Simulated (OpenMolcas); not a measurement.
# CH8Si2 (SMILES [SiH3]C[SiH3]): a chain of runs

Wanted: a single-point energy (HF/ANO-R0), then the energy (CASSCF(2,2)/ANO-R1), then an energy scan (CASPT2(2,2)/ANO-R1), then an energy scan (SC-NEVPT2(2,2)/ANO-R1), then an energy scan (MC-PDFT[tPBE](2,2)/ANO-R1) of CH8Si2. 

The calculation is run with OpenMolcas 26.06.

## (1) The molecule

CH8Si2 has 11 atoms, charge 0, and is taken as a singlet. SMILES: `[SiH3]C[SiH3]`. The shape is that of a PBE0-D4/def2-TZVP optimisation.

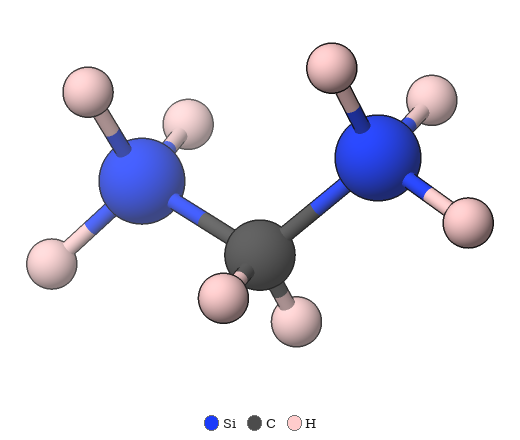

The structure, seen from a chosen angle (silicon blue, carbon dark grey, hydrogen pink).

## (2) A single-point energy at HF/ANO-R0 (sfX2C) (run 1)

Contents of mol.xyz:

```xyz
11

Si    -1.158980     1.034720    -0.344660
C     -0.286340    -0.621440    -0.365590
Si     1.335180    -0.652340     0.569590
H     -2.435800     0.976800    -1.106490
H     -0.293510     2.078920    -0.955560
H     -1.463790     1.436810     1.054620
H     -0.954100    -1.377620     0.060730
H     -0.099440    -0.908830    -1.405770
H      1.110650    -0.304370     1.998260
H      2.282060     0.336720    -0.011600
H      1.964060    -1.999380     0.506460
```

Contents of step1.input:

```
&GATEWAY
 Coord=mol.xyz
 Basis=ANO-R0
 Group=NoSym

&SEWARD

&SCF
 PrOrbitals=0

&LOCALISATION
 Occupied
 Freeze
 Pipek-Mezey

&LOCALISATION
 FileOrb=$Project.LocOrb
 Virtual
 Pipek-Mezey
```

Started as:

```
export MOLCAS_MEM=1860
pymolcas step1.input > step1.log
```

The log of the run:

```text
--- Start Module: gateway ---
[...]
--- Stop Module: gateway /rc=_RC_ALL_IS_WELL_ ---
[...]
      Basis functions           31
[...]
       Convergence after   9 Iterations
[...]
::    Total SCF energy                               -620.8348008480
[...]
      Total spin, S                                     0.0000000000
[...]
      Total electronic charge=   42.000000
      Total            charge=   -0.000000
[...]
      Dipole Moment (debye):
      Origin of the operator (angstrom)=    0.0211    0.0458    0.0269
                   X= -6.2265E-01               Y= -1.3514E+00               Z= -7.9509E-01           Total=  1.6871E+00
      Quadrupole Moment (debye*angstrom):
[...]
--- Start Module: localisation ---
[...]
--- Stop Module: localisation /rc=_RC_ALL_IS_WELL_ ---
--- Start Module: localisation ---
[...]
--- Stop Module: localisation /rc=_RC_ALL_IS_WELL_ ---
[...]
```

It took 2.5 s on 1 thread of Intel Xeon 6975P-C (Granite Rapids), shared host; peak memory 0.38 GiB.

## (3) The energy at CASSCF(2,2)/ANO-R1 (sfX2C, RICD fitting) (run 2)

mol.xyz is that of step 2.

Contents of step2.input:

```
* CH8Si2 CASSCF

&GATEWAY
 Coord
 mol.xyz
 Basis
 ANO-R0
 Group
 NoSym

&SEWARD

&RASSCF
 FileOrb
 $CurrDir/step1.LocOrb
 Alter
 2
 1 16 21
 1 22 26
 Spin
 1
 Nactel
 2 0 0
 Inactive
 20
 Ras2
 2
 OrbListing
 Nothing
>>> COPY $Project.RunFile RUNFIL1
>>> COPY $Project.RasOrb INPORB

&GATEWAY
 Coord
 mol.xyz
 Basis
 ANO-R1
 Group
 NoSym
 RICD

&SEWARD
>>> COPY $Project.RunFile RUNFIL2

&EXPBAS

&RASSCF
 FileOrb
 $Project.ExpOrb
 Spin
 1
 Nactel
 2 0 0
 Inactive
 20
 Ras2
 2
 OrbListing
 Nothing
```

Started as:

```
export MOLCAS_MEM=1860
pymolcas step2.input > step2.log
```

The log of the run:

```text
--- Start Module: gateway ---
[...]
      Basis functions           31
[...]
      Number of active orbitals                  2
[...]
      Spin quantum number                      0.0
[...]
      Active orbitals                            2
[...]
      Number of CSFs                             3
[...]
      Number of root(s) required                 1
[...]
      Convergence after 14 iterations
[...]
      printout of CI-coefficients larger than  0.05 for root  1
      energy=    -620.847099
      conf/sym  11     Coeff  Weight
             1  20   0.99448 0.98900
             3  02  -0.10488 0.01100
      Natural orbitals and occupation numbers for root  1
      sym 1:   1.978000   0.022000
      ************************************************************************************************************************
      *                                                    Final results                                                     *
[...]
::    RASSCF root number  1 Total energy:   -620.84709862
[...]
      Basis functions           90
[...]
      Convergence after 13 iterations
[...]
      Natural orbitals and occupation numbers for root  1
      sym 1:   1.984803   0.015197
      ************************************************************************************************************************
      *                                                    Final results                                                     *
[...]
::    RASSCF root number  1 Total energy:   -621.65353154
[...]
      Total electronic charge=   42.000000
      Total            charge=   -0.000000
[...]
      Dipole Moment (debye):
      Origin of the operator (angstrom)=    0.0211    0.0458    0.0269
                   X= -2.8052E-01               Y= -7.4301E-01               Z= -4.0102E-01           Total=  8.8970E-01
      Quadrupole Moment (debye*angstrom):
[...]
```

Run time: 8.7 s. Hardware: 1 thread of Intel Xeon 6975P-C (Granite Rapids), shared host; peak memory 0.38 GiB.

## (4) The energy along one coordinate at CASPT2(2,2)/ANO-R1 (sfX2C, RICD fitting, ipea shift 0.25 Eh, pt2 variant SS) (run 3)

Contents of step3.input:

```
>>> EXPORT MOLCAS_PRINT=2
>>> COPY $CurrDir/step2.RasOrb $Project.RasOrb
>>> ForEach K in (1, 2, 3, 4, 5, 6, 7, 8, 9)

&GATEWAY
 Coord = $CurrDir/point$K.xyz
 Basis = ANO-R1
 Group = NoSym
 RICD

&SEWARD

&RASSCF
 FileOrb = $Project.RasOrb
 Spin = 1
 Nactel = 2 0 0
 Inactive = 20
 Ras2 = 2
 OrbListing = Nothing

&CASPT2
 Imaginary = 0.2
 Frozen = 11
>>> EndDo
```

Started as:

```
export MOLCAS_MEM=1860
pymolcas step3.input > step3.log
```

The log of the run:

```text
[...]
      Basis functions           90
[...]
      Number of active orbitals                  2
[...]
      Spin quantum number                      0.0
[...]
      Active orbitals                            2
[...]
      Number of CSFs                             3
[...]
      Number of root(s) required                 1
[...]
      Convergence after 10 iterations
[...]
      printout of CI-coefficients larger than  0.05 for root  1
      energy=    -621.631375
      conf/sym  11     Coeff  Weight
             1  20   0.99754 0.99509
             3  02  -0.07005 0.00491
      Natural orbitals and occupation numbers for root  1
      sym 1:   1.990186   0.009814
      ************************************************************************************************************************
      *                                                    Final results                                                     *
[...]
::    RASSCF root number  1 Total energy:   -621.63137486
[...]
::    CASPT2 Root  1     Total energy:   -621.98185760
[...]
      Convergence after 10 iterations
[...]
      Natural orbitals and occupation numbers for root  1
      sym 1:   1.984810   0.015190
      ************************************************************************************************************************
      *                                                    Final results                                                     *
[...]
      Convergence after 11 iterations
[...]
      Convergence after 11 iterations
[...]
      Convergence after 10 iterations
[...]
::    RASSCF root number  1 Total energy:   -621.52279852
[...]
::    CASPT2 Root  1     Total energy:   -621.84998328
[...]
      Convergence after  6 iterations
[...]
::    RASSCF root number  1 Total energy:   -621.52171584
[...]
      Reference weight:           0.87986
[...]
::    CASPT2 Root  1     Total energy:   -621.84825462
[...]
```

Wall time 53 s (1 thread of Intel Xeon 6975P-C (Granite Rapids), shared host); peak memory 0.086 GiB.

The scan, from its lowest point:

| C2–Si1 (Å) | energy (kJ/mol) |
| --- | --- |
| 1.685 | 50.7 |
| 1.872 | 0.0 |
| 2.059 | 18.7 |
| 2.340 | 95.1 |
| 2.715 | 207.8 |
| 3.183 | 311.8 |
| 3.744 | 373.7 |
| 4.493 | 397.0 |
| 5.616 | 401.5 |

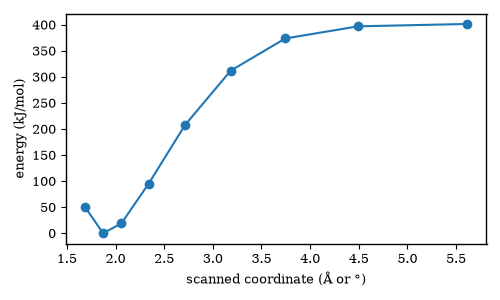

Energy along the scan.

## (5) The energy along one coordinate at SC-NEVPT2(2,2)/ANO-R1 (sfX2C, RICD fitting, pt2 variant SC-NEVPT2) (run 4)

Contents of step4.inp:

```
* CH8Si2 NEVPT2
>>> EXPORT MOLCAS_PRINT=2
>>> COPY $CurrDir/step2.RasOrb $Project.RasOrb
>>> ForEach K in (1, 2, 3, 4, 5, 6, 7, 8, 9)
&GATEWAY
Coord=$CurrDir/point$K.xyz
Basis=ANO-R1
Group=NoSym
RICD
&SEWARD
&RASSCF
FileOrb=$Project.RasOrb
Spin=1
Nactel=2 0 0
Inactive=20
Ras2=2
OrbListing=Nothing
&CASPT2
SC-NEVPT2
Frozen=11
>>> EndDo
```

Started as:

```
export MOLCAS_MEM=1860
pymolcas step4.inp > step4.log
```

The log of the run:

```text
--- Start Module: gateway ---
[...]
      Basis functions           90
[...]
      Number of active orbitals                  2
[...]
      Spin quantum number                      0.0
[...]
      Active orbitals                            2
[...]
      Number of CSFs                             3
[...]
      Number of root(s) required                 1
[...]
      Convergence after 10 iterations
[...]
      printout of CI-coefficients larger than  0.05 for root  1
      energy=    -621.631375
      conf/sym  11     Coeff  Weight
             1  20   0.99754 0.99509
             3  02  -0.07005 0.00491
      Natural orbitals and occupation numbers for root  1
      sym 1:   1.990186   0.009814
      ************************************************************************************************************************
      *                                                    Final results                                                     *
[...]
::    RASSCF root number  1 Total energy:   -621.63137486
[...]
::    SC-NEVPT2 Root  1     Total energy:   -621.97838370
[...]
      Convergence after 10 iterations
[...]
      Natural orbitals and occupation numbers for root  1
      sym 1:   1.984810   0.015190
      ************************************************************************************************************************
      *                                                    Final results                                                     *
[...]
      Convergence after 11 iterations
[...]
      Convergence after 11 iterations
[...]
      Convergence after 10 iterations
[...]
::    RASSCF root number  1 Total energy:   -621.52279852
[...]
::    SC-NEVPT2 Root  1     Total energy:   -621.84692317
[...]
      Convergence after  6 iterations
[...]
::    RASSCF root number  1 Total energy:   -621.52171584
[...]
::    SC-NEVPT2 Root  1     Total energy:   -621.84521556
[...]
```

It took 48 s on 1 thread of Intel Xeon 6975P-C (Granite Rapids), shared host; peak memory 0.087 GiB.

The scan, from its lowest point:

| C2–Si1 (Å) | energy (kJ/mol) |
| --- | --- |
| 1.685 | 52.8 |
| 1.872 | 0.0 |
| 2.059 | 16.6 |
| 2.340 | 90.9 |
| 2.715 | 204.3 |
| 3.183 | 311.7 |
| 3.744 | 375.1 |
| 4.493 | 397.9 |
| 5.616 | 402.4 |

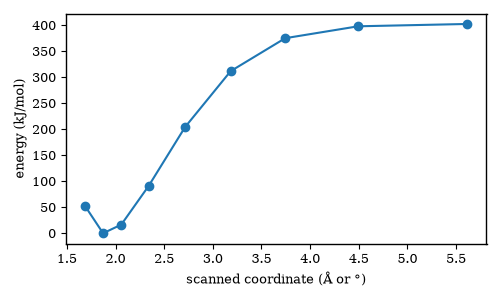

Energy along the scan.

## (6) An energy scan at MC-PDFT[tPBE](2,2)/ANO-R1 (sfX2C, RICD fitting) (run 5)

Contents of step5.inp:

```
* CH8Si2 MC-PDFT
>>> COPY $CurrDir/step2.RasOrb $Project.RasOrb
>>> ForEach K in (1, 2, 3, 4, 5, 6, 7, 8, 9)

&GATEWAY
  Coord = $CurrDir/point$K.xyz
  Basis = ANO-R1
  Group = NoSym
  RICD

&SEWARD

&RASSCF
  FileOrb = $Project.RasOrb
  Spin = 1
  Nactel = 2 0 0
  Inactive = 20
  Ras2 = 2
  OrbListing = Nothing

&MCPDFT
  KSDFT = T:PBE
>>> EndDo
```

Started as:

```
export MOLCAS_MEM=1860
pymolcas step5.inp > step5.log
```

The log of the run:

```text
--- Start Module: gateway ---
[...]
      Basis functions           90
[...]
      Number of active orbitals                  2
[...]
      Spin quantum number                      0.0
[...]
      Active orbitals                            2
[...]
      Number of CSFs                             3
[...]
      Number of root(s) required                 1
[...]
      Convergence after 10 iterations
[...]
      printout of CI-coefficients larger than  0.05 for root  1
      energy=    -621.631375
      conf/sym  11     Coeff  Weight
             1  20   0.99754 0.99509
             3  02  -0.07005 0.00491
      Natural orbitals and occupation numbers for root  1
      sym 1:   1.990186   0.009814
      ************************************************************************************************************************
      *                                                    Final results                                                     *
[...]
::    RASSCF root number  1 Total energy:   -621.63137486
[...]
::    MCPDFT root number  1 Total energy:   -622.73901496
[...]
      Convergence after 10 iterations
[...]
      Natural orbitals and occupation numbers for root  1
      sym 1:   1.984810   0.015190
      ************************************************************************************************************************
      *                                                    Final results                                                     *
[...]
      Convergence after 11 iterations
[...]
      Convergence after 11 iterations
[...]
      Convergence after 10 iterations
[...]
::    RASSCF root number  1 Total energy:   -621.52279852
[...]
::    MCPDFT root number  1 Total energy:   -622.59743252
[...]
      Convergence after  6 iterations
[...]
::    RASSCF root number  1 Total energy:   -621.52171584
[...]
::    MCPDFT root number  1 Total energy:   -622.59601858
[...]
```

It took 55 s on 1 thread of Intel Xeon 6975P-C (Granite Rapids), shared host; peak memory 0.086 GiB.

The scan, from its lowest point:

| C2–Si1 (Å) | energy (kJ/mol) |
| --- | --- |
| 1.685 | 47.7 |
| 1.872 | 0.0 |
| 2.059 | 19.5 |
| 2.340 | 95.9 |
| 2.715 | 211.1 |
| 3.183 | 323.8 |
| 3.744 | 394.3 |
| 4.493 | 419.4 |
| 5.616 | 423.1 |

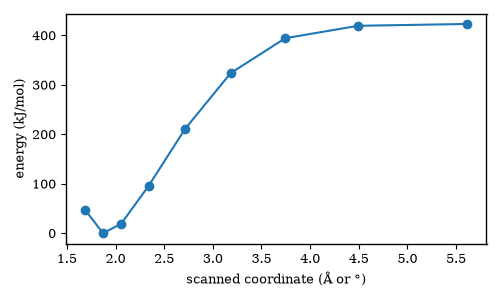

Energy along the scan.

## (7) Outcome

| quantity | value |
| --- | --- |
| run 1, HF/ANO-R0: total energy | -620.83480 Eh |
| run 1, HF/ANO-R0: dipole moment | 1.69 D |
| run 1, HF/ANO-R0: HOMO energy | -13.68 eV |
| run 1, HF/ANO-R0: LUMO energy | 2.37 eV |
| run 1, HF/ANO-R0: HOMO–LUMO gap | 16.05 eV |
| run 2, CASSCF(2,2)/ANO-R1: total energy | -621.65353 Eh |
| run 2, CASSCF(2,2)/ANO-R1: dipole moment (CASSCF density) | 0.89 D |
| run 3, CASPT2(2,2)/ANO-R1: lowest energy of the scan | -622.00118 Eh |
| run 4, SC-NEVPT2(2,2)/ANO-R1: lowest energy of the scan | -621.99849 Eh |
| run 5, MC-PDFT[tPBE](2,2)/ANO-R1: lowest energy of the scan | -622.75718 Eh |

In words: Mulliken charges (run 1, HF/ANO-R0) run from -0.94 on C2 to +0.29 on H7.
